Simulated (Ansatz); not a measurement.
Nudged elastic band, with input and output: WH₂Cl₃OF₃

The run: nudged elastic band of WH₂Cl₃OF₃. Method and program: RKS PBE/def2-SVP (Ansatz 0.2.0).

One setting was made poor on purpose. It belongs to a series of runs on one base structure; here: band between the two ends.

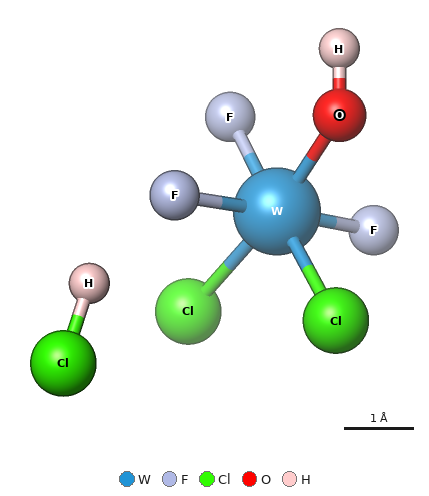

The input geometry (ball-and-stick view, seen at a tilt). Sticks mark near contacts.

## The input
```yaml
crystal:
  periodic: [false, false, false]
  atoms:
    - { symbol: W, position_ang: [-0.043611, 0.062737, -0.416741] }
    - { symbol: F, position_ang: [0.182392, -0.132859, 1.455712] }
    - { symbol: Cl, position_ang: [2.228336, 0.063792, -0.707199] }
    - { symbol: O, position_ang: [-0.123986, 1.930247, -0.23491] }
    - { symbol: H, position_ang: [-0.854228, 2.548255, -0.033027] }
    - { symbol: F, position_ang: [-1.916178, 0.146131, -0.148093] }
    - { symbol: Cl, position_ang: [-0.30209, -2.23048, -0.546104] }
    - { symbol: F, position_ang: [-0.304167, 0.161646, -2.266662] }
    - { symbol: Cl, position_ang: [2.322174, -2.159754, 2.821266] }
    - { symbol: H, position_ang: [1.350259, -1.323314, 2.603558] }
basis:
  gaussian: { orbitals: def2-SVP }
hamiltonian:
  xc: pbe
neb:
  order_check: false
  images: 7
  f_tol: 0.03
  max_iterations: 60
  initial_path: linear
  final_atoms:
    - { symbol: W, position_ang: [0.04706408, -0.4254641, -0.64588788] }
    - { symbol: F, position_ang: [0.67190907, 1.23116078, 2.72593596] }
    - { symbol: Cl, position_ang: [2.21949348, -0.13472777, -1.37653704] }
    - { symbol: O, position_ang: [0.07550609, 1.13855092, 0.31276249] }
    - { symbol: H, position_ang: [0.27863658, 1.41440684, 1.27751747] }
    - { symbol: F, position_ang: [-1.76767338, -0.7103104, -0.23096712] }
    - { symbol: Cl, position_ang: [0.10796718, -2.62417133, -1.37088687] }
    - { symbol: F, position_ang: [-0.56630166, 0.30138512, -2.25345978] }
    - { symbol: Cl, position_ang: [0.70664227, -1.39556695, 1.48546205] }
    - { symbol: H, position_ang: [0.76565728, 0.27113789, 2.60386074] }
```

Hardware: 4 threads of Arm Neoverse V1, 24 GiB of memory available, shared host.

Launched with:
```bash
ansatz run input.yaml --threads 4 --pin off --max-ram 5120MiB --backend cpu --events-out ev --progress --plain --runs-dir out
```

## What the program printed
```
Engine: ansatz 0.2.0, aarch64-unknown-linux-gnu
Functional definition: PBE
  parameter kappa = 0.804
  parameter beta = 0.06672455060314922
  exchange = pbe_x(kappa = kappa, mu = beta*pi^2/3)
  correlation = pbe_c(beta = beta)
1595 factors; their error is unknown
mean field evaluation 1: about -49574.0393 eV, gradient 8.7e1 eV
mean field evaluation 2: about -49284.8691 eV, gradient 3.1e2 eV
mean field evaluation 4: about -49584.5311 eV, gradient 4.2e1 eV
mean field evaluation 8: about -49587.9697 eV, gradient 5.3e-1 eV
mean field evaluation 16: about -49587.8763 eV, gradient 5.5e-3 eV
mean field -49587.87629192 eV, -1822.3208418584 hartree, gradient 1.3e-5 eV, S^2 0.000000; 0 other end points of the search recorded, 0 dependent functions left out
the calculation of the forces begins
reference -49587.87636304 eV, -1822.3208444721 hartree; 51, 51 occupied and 101, 101 virtual orbitals, 1595 factors
1595 factors; their error is unknown
mean field evaluation 32: about -49587.9816 eV, gradient 7.6e-1 eV
mean field -49587.89130841 eV, -1822.3213937042 hartree, gradient 5.4e-5 eV, S^2 0.000000; 0 other end points of the search recorded, 0 dependent functions left out
[... from here on the field's lines of each further geometry are left out, up to the last ...]
NEB iter   1: max|band force component| = 1.348e1 eV/Å  barrier→ = 4.3654 eV  barrier← = 4.3804 eV  Δτ_max = 0.2000 Å  (770 SCF iters)
NEB iter   2: max|band force component| = 1.484e0 eV/Å  barrier→ = 2.2059 eV  barrier← = 2.2209 eV  Δτ_max = 0.2000 Å  (299 SCF iters)
NEB iter   3: max|band force component| = 2.178e0 eV/Å  barrier→ = 1.7679 eV  barrier← = 1.7830 eV  Δτ_max = 0.1001 Å  (302 SCF iters)
NEB iter   4: max|band force component| = 1.175e0 eV/Å  barrier→ = 1.4813 eV  barrier← = 1.4963 eV  Δτ_max = 0.1003 Å  (285 SCF iters)
NEB iter   5: max|band force component| = 8.050e-1 eV/Å  barrier→ = 1.3453 eV  barrier← = 1.3603 eV  Δτ_max = 0.1012 Å  (268 SCF iters)
NEB iter   6: max|band force component| = 4.127e-1 eV/Å  barrier→ = 1.2405 eV  barrier← = 1.2555 eV  CI = image 4  Δτ_max = 0.1015 Å  (272 SCF iters)
NEB iter   7: max|band force component| = 4.252e-1 eV/Å  barrier→ = 1.1841 eV  barrier← = 1.1991 eV  CI = image 4  Δτ_max = 0.0502 Å  (266 SCF iters)
NEB iter   8: max|band force component| = 3.538e-1 eV/Å  barrier→ = 1.1397 eV  barrier← = 1.1548 eV  CI = image 4  Δτ_max = 0.0504 Å  (241 SCF iters)
NEB iter   9: max|band force component| = 2.803e-1 eV/Å  barrier→ = 1.0918 eV  barrier← = 1.1068 eV  CI = image 4  Δτ_max = 0.0503 Å  (243 SCF iters)
NEB iter  10: max|band force component| = 2.959e-1 eV/Å  barrier→ = 1.0492 eV  barrier← = 1.0642 eV  CI = image 4  Δτ_max = 0.0501 Å  (244 SCF iters)
NEB iter  11: max|band force component| = 2.866e-1 eV/Å  barrier→ = 1.0123 eV  barrier← = 1.0273 eV  CI = image 4  Δτ_max = 0.1005 Å  (244 SCF iters)
NEB iter  12: max|band force component| = 3.556e-1 eV/Å  barrier→ = 0.9809 eV  barrier← = 0.9959 eV  CI = image 4  Δτ_max = 0.1006 Å  (260 SCF iters)
NEB iter  13: max|band force component| = 1.728e-1 eV/Å  barrier→ = 0.9585 eV  barrier← = 0.9735 eV  CI = image 4  Δτ_max = 0.2000 Å  (253 SCF iters)
NEB iter  14: max|band force component| = 3.101e-1 eV/Å  barrier→ = 0.9512 eV  barrier← = 0.9662 eV  CI = image 4  Δτ_max = 0.0948 Å  (258 SCF iters)
NEB iter  15: max|band force component| = 2.061e-1 eV/Å  barrier→ = 0.9472 eV  barrier← = 0.9623 eV  CI = image 4  Δτ_max = 0.0633 Å  (259 SCF iters)
NEB iter  16: max|band force component| = 9.126e-1 eV/Å  barrier→ = 0.9417 eV  barrier← = 0.9568 eV  CI = image 5  Δτ_max = 0.1008 Å  (241 SCF iters)
NEB iter  17: max|band force component| = 8.213e-1 eV/Å  barrier→ = 0.9687 eV  barrier← = 0.9837 eV  CI = image 4  Δτ_max = 0.1001 Å  (253 SCF iters)
NEB iter  18: max|band force component| = 3.663e-1 eV/Å  barrier→ = 0.9287 eV  barrier← = 0.9437 eV  CI = image 4  Δτ_max = 0.2000 Å  (246 SCF iters)
NEB iter  19: max|band force component| = 3.037e-1 eV/Å  barrier→ = 0.9118 eV  barrier← = 0.9268 eV  CI = image 4  Δτ_max = 0.1963 Å  (260 SCF iters)
NEB iter  20: max|band force component| = 4.254e-1 eV/Å  barrier→ = 0.8944 eV  barrier← = 0.9094 eV  CI = image 4  Δτ_max = 0.1006 Å  (259 SCF iters)
NEB iter  21: max|band force component| = 3.512e-1 eV/Å  barrier→ = 0.8777 eV  barrier← = 0.8927 eV  CI = image 4  Δτ_max = 0.1003 Å  (254 SCF iters)
NEB iter  22: max|band force component| = 1.852e-1 eV/Å  barrier→ = 0.8689 eV  barrier← = 0.8839 eV  CI = image 4  Δτ_max = 0.0998 Å  (265 SCF iters)
NEB iter  23: max|band force component| = 2.331e-1 eV/Å  barrier→ = 0.8690 eV  barrier← = 0.8840 eV  CI = image 4  Δτ_max = 0.0499 Å  (254 SCF iters)
NEB iter  24: max|band force component| = 1.773e-1 eV/Å  barrier→ = 0.8705 eV  barrier← = 0.8855 eV  CI = image 4  Δτ_max = 0.0500 Å  (241 SCF iters)
NEB iter  25: max|band force component| = 1.306e-1 eV/Å  barrier→ = 0.8707 eV  barrier← = 0.8857 eV  CI = image 4  Δτ_max = 0.0383 Å  (236 SCF iters)
NEB iter  26: max|band force component| = 8.900e-2 eV/Å  barrier→ = 0.8712 eV  barrier← = 0.8862 eV  CI = image 4  Δτ_max = 0.0300 Å  (237 SCF iters)
NEB iter  27: max|band force component| = 5.386e-2 eV/Å  barrier→ = 0.8711 eV  barrier← = 0.8861 eV  CI = image 4  Δτ_max = 0.0337 Å  (235 SCF iters)
NEB iter  28: max|band force component| = 6.346e-2 eV/Å  barrier→ = 0.8711 eV  barrier← = 0.8861 eV  CI = image 4  Δτ_max = 0.0117 Å  (239 SCF iters)
the calculation of the forces begins
reference -49587.54120614 eV, -1822.3085276829 hartree; 51, 51 occupied and 101, 101 virtual orbitals, 1595 factors
1595 factors; their error is unknown
mean field evaluation 1984: about -49587.0973 eV, gradient 1.6e-1 eV
mean field -49587.00523818 eV, -1822.2888312239 hartree, gradient 1.8e-5 eV, S^2 0.000000; 1 other end points of the search recorded, 0 dependent functions left out
the calculation of the forces begins
reference -49587.00530964 eV, -1822.2888338497 hartree; 51, 51 occupied and 101, 101 virtual orbitals, 1595 factors
NEB iter  29: max|band force component| = 2.956e-2 eV/Å  barrier→ = 0.8711 eV  barrier← = 0.8861 eV  CI = image 4  Δτ_max = 0.0000 Å  (505 SCF iters)
```

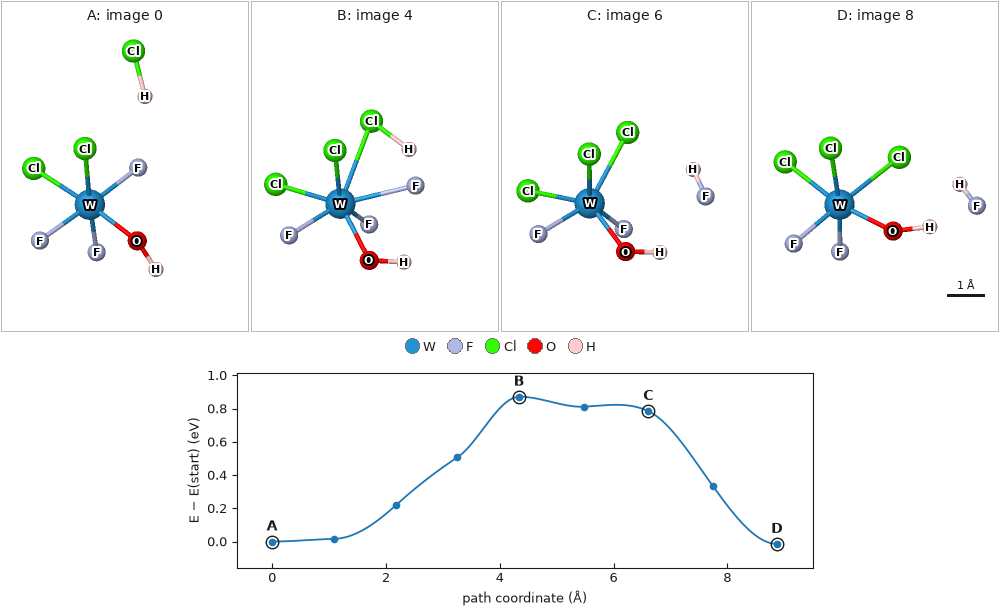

Images of the last band (counted from 0; ball-and-stick, seen at a tilt) above the energy along the path; the line is a cubic interpolation that uses the forces. The highest image is number 4, 0.871 eV above the start and 0.886 eV above the end (the climbing image); the end lies 0.015 eV below the start. The path is 8.88 Å long. The band converged in 29 iterations.

```
Total energy: -49587.00530964 eV, -1822.2888338497 hartree
Atom 0 at     0.215440    -0.241396    -0.237610 Å, force    -0.003843     0.002946     0.002319 eV/Å
Atom 1 at     0.576622     0.793204     1.619162 Å, force     0.000076     0.002986    -0.003059 eV/Å
Atom 2 at     2.514957    -0.124743    -0.270514 Å, force     0.000678    -0.001059    -0.000072 eV/Å
Atom 3 at    -0.389991     1.535345    -0.535765 Å, force     0.001287    -0.002011    -0.000594 eV/Å
Atom 4 at    -0.664331     1.968263     0.304330 Å, force     0.000433    -0.000093     0.000343 eV/Å
Atom 5 at    -1.419941    -0.424361     0.690615 Å, force    -0.000040    -0.000206    -0.001460 eV/Å
Atom 6 at    -0.295826    -2.383279    -1.003980 Å, force     0.002030    -0.000600    -0.000875 eV/Å
Atom 7 at     0.363721    -0.023769    -2.092236 Å, force    -0.001530     0.001008     0.000411 eV/Å
Atom 8 at     0.850152    -1.758382     1.900734 Å, force    -0.000139    -0.002133     0.000471 eV/Å
Atom 9 at     0.788098    -0.274480     2.153064 Å, force     0.001049    -0.000837     0.002517 eV/Å
Dipole moment:     0.005651     0.280745     0.292853 e Å
this run last wrote the band of iteration 29 to [file]
```

## The last band as extended XYZ (Å, eV, eV/Å)
```
10
Properties=species:S:1:pos:R:3:forces:R:3 image=0 energy=-49587.87629
W    -0.0436    0.0627   -0.4167    0.0057  -0.0174  -0.0019
F     0.1824   -0.1329    1.4557   -0.0018   0.0009  -0.0007
Cl    2.2283    0.0638   -0.7072   -0.0033  -0.0020   0.0006
O    -0.1240    1.9302   -0.2349   -0.0054   0.0244   0.0049
H    -0.8542    2.5483   -0.0330    0.0078  -0.0116  -0.0029
F    -1.9162    0.1461   -0.1481   -0.0033  -0.0021  -0.0010
Cl   -0.3021   -2.2305   -0.5461   -0.0009   0.0051  -0.0008
F    -0.3042    0.1616   -2.2667   -0.0009   0.0015   0.0010
Cl    2.3222   -2.1598    2.8213    0.0040  -0.0020   0.0017
H     1.3503   -1.3233    2.6036   -0.0020   0.0033  -0.0010
10
Properties=species:S:1:pos:R:3:forces:R:3 image=1 energy=-49587.86055
W    -0.0441    0.0596   -0.5229    0.0015   0.0051  -0.0002
F     0.2997    0.0653    1.3514   -0.0021  -0.0032  -0.0013
Cl    2.2022    0.2125   -1.0153   -0.0018   0.0015  -0.0018
O    -0.2380    1.9152   -0.3477    0.0031  -0.0061   0.0079
H    -0.3953    2.5605    0.3679    0.0006   0.0062  -0.0020
F    -1.8816   -0.1427   -0.1517   -0.0025   0.0014  -0.0069
Cl    0.0844   -2.2426   -0.4435    0.0004   0.0002   0.0021
F    -0.4652    0.1116   -2.3377   -0.0026  -0.0033  -0.0013
Cl    1.8348   -2.2431    3.0299    0.0028   0.0017   0.0017
H     1.1419   -1.2299    2.5974    0.0006  -0.0034   0.0018
10
Properties=species:S:1:pos:R:3:forces:R:3 image=2 energy=-49587.65894
W     0.0864    0.0444   -0.4662   -0.0109   0.0250  -0.0411
F     0.5957    0.3287    1.3487   -0.0233  -0.1120   0.0054
Cl    2.3593    0.0627   -0.8266   -0.0158   0.0883  -0.0792
O    -0.3457    1.8854   -0.5061    0.0625   0.0495   0.0255
H    -0.7271    2.3532    0.2648    0.0010   0.0626  -0.0284
F    -1.6322   -0.1933    0.2908   -0.0681   0.0566  -0.1270
Cl    0.0008   -2.2599   -0.6079    0.0774  -0.0018   0.1114
F    -0.2069    0.1561   -2.3010   -0.0825  -0.0175  -0.0288
Cl    1.2914   -2.2898    2.7843    0.0504  -0.0728   0.1309
H     1.1172   -1.0210    2.5469    0.0093  -0.0778   0.0315
10
Properties=species:S:1:pos:R:3:forces:R:3 image=3 energy=-49587.36959
W     0.1466   -0.0397   -0.3677   -0.0159   0.0492  -0.0332
F     0.6160    0.6969    1.3546   -0.0033  -0.0152  -0.0676
Cl    2.4392   -0.2126   -0.4797   -0.0140  -0.0219  -0.0319
O    -0.5230    1.7282   -0.6118   -0.0285   0.0416  -0.0329
H    -0.7247    2.1427    0.2567   -0.0188   0.0445  -0.0322
F    -1.4373   -0.3758    0.6036   -0.0071   0.0115  -0.0368
Cl   -0.1723   -2.2692   -0.9468    0.0466   0.0219   0.0191
F     0.1617    0.1878   -2.2185   -0.0301   0.0436  -0.0321
Cl    1.0475   -2.0478    2.4478    0.0382  -0.0687   0.1545
H     0.9854   -0.7442    2.4895    0.0328  -0.1064   0.0931
10
Properties=species:S:1:pos:R:3:forces:R:3 image=4 energy=-49587.00524
W     0.2154   -0.2414   -0.2376   -0.0038   0.0029   0.0023
F     0.5766    0.7932    1.6192    0.0001   0.0030  -0.0031
Cl    2.5150   -0.1247   -0.2705    0.0007  -0.0011  -0.0001
O    -0.3900    1.5353   -0.5358    0.0013  -0.0020  -0.0006
H    -0.6643    1.9683    0.3043    0.0004  -0.0001   0.0003
F    -1.4199   -0.4244    0.6906    0.0000  -0.0002  -0.0015
Cl   -0.2958   -2.3833   -1.0040    0.0020  -0.0006  -0.0009
F     0.3637   -0.0238   -2.0922   -0.0015   0.0010   0.0004
Cl    0.8502   -1.7584    1.9007   -0.0001  -0.0021   0.0005
H     0.7881   -0.2745    2.1531    0.0010  -0.0008   0.0025
10
Properties=species:S:1:pos:R:3:forces:R:3 image=5 energy=-49587.06515
W     0.2672   -0.4236   -0.2908   -0.0085   0.0116  -0.0060
F     0.5424    0.9683    2.0092   -0.0012   0.0029  -0.0161
Cl    2.5012    0.2109   -0.1158    0.0020  -0.0094  -0.0038
O    -0.3260    1.3376   -0.6315    0.0020  -0.0049  -0.0012
H    -0.8143    1.7558    0.1108    0.0033   0.0026   0.0076
F    -1.3074   -0.3755    0.7704   -0.0058  -0.0017  -0.0014
Cl   -0.7294   -2.3487   -1.1425    0.0208   0.0038   0.0089
F     0.7090   -0.3269   -2.1138   -0.0082   0.0084  -0.0014
Cl    0.9340   -1.8590    1.5255   -0.0051   0.0056   0.0165
H     0.7622    0.1275    2.4063    0.0006  -0.0189  -0.0030
10
Properties=species:S:1:pos:R:3:forces:R:3 image=6 energy=-49587.09167
W     0.2605   -0.5222   -0.4111   -0.0046  -0.0126  -0.0148
F     0.3038    1.3176    2.2409   -0.0270   0.0374   0.0389
Cl    2.5378   -0.0951   -0.4587    0.0043  -0.0474  -0.0483
O    -0.1675    1.3099   -0.4722    0.0312   0.0013   0.0001
H    -0.4713    1.6617    0.4006    0.0501  -0.0131   0.0754
F    -1.3660   -0.5410    0.5621   -0.0087  -0.0251  -0.0310
Cl   -0.4165   -2.6185   -1.1532    0.0392  -0.0295  -0.0125
F     0.3983   -0.2801   -2.2637   -0.0442   0.0187  -0.0206
Cl    0.9313   -1.5847    1.6327   -0.0052   0.0337   0.0110
H     0.5286    0.4188    2.4504   -0.0350   0.0367   0.0017
10
Properties=species:S:1:pos:R:3:forces:R:3 image=7 energy=-49587.54114
W     0.2635   -0.5898   -0.5130    0.0053  -0.0123  -0.0482
F     0.1086    1.5494    2.3676   -0.0955   0.0896   0.0723
Cl    2.5480   -0.4594   -0.8042    0.0068  -0.1646  -0.1667
O     0.0980    1.2241   -0.1576    0.1339  -0.0519   0.1447
H    -0.2131    1.6449    0.6955    0.1154  -0.0077   0.1894
F    -1.4941   -0.6540    0.1936   -0.0662  -0.0632  -0.1872
Cl   -0.1207   -2.8084   -1.0626    0.1528  -0.0799   0.0135
F     0.0598   -0.2293   -2.3323   -0.1636   0.0542  -0.0362
Cl    0.8610   -1.2572    1.7146   -0.0325   0.1469   0.0225
H     0.4278    0.6461    2.4262   -0.0566   0.0890  -0.0041
10
Properties=species:S:1:pos:R:3:forces:R:3 image=8 energy=-49587.89131
W     0.1734   -0.6104   -0.5760   -0.0062   0.0011  -0.0008
F     0.3377    1.7300    2.4239    0.0020  -0.0073   0.0061
Cl    2.4378   -0.4744   -1.0142    0.0069  -0.0019  -0.0028
O     0.1042    1.1223    0.0231   -0.0001  -0.0028  -0.0013
H     0.1695    1.5985    0.9271   -0.0009   0.0009   0.0034
F    -1.6903   -0.8066   -0.3898   -0.0008  -0.0017  -0.0028
Cl    0.2780   -2.9129   -0.8018    0.0005   0.0042  -0.0006
F    -0.1730   -0.2456   -2.3748   -0.0003  -0.0017   0.0017
Cl    0.4807   -1.1008    1.7870   -0.0004   0.0007   0.0049
H     0.4208    0.7664    2.5233   -0.0007   0.0085  -0.0079
```

## Summary

- outcome: converged
- barrier, forward: 0.871 eV
- barrier, backward: 0.886 eV
- wall time: 10 min (CPU time 40 min)
- peak memory: 0.29 GiB

A deliberately poor setting: straight start. The order of the saddle point was not checked.
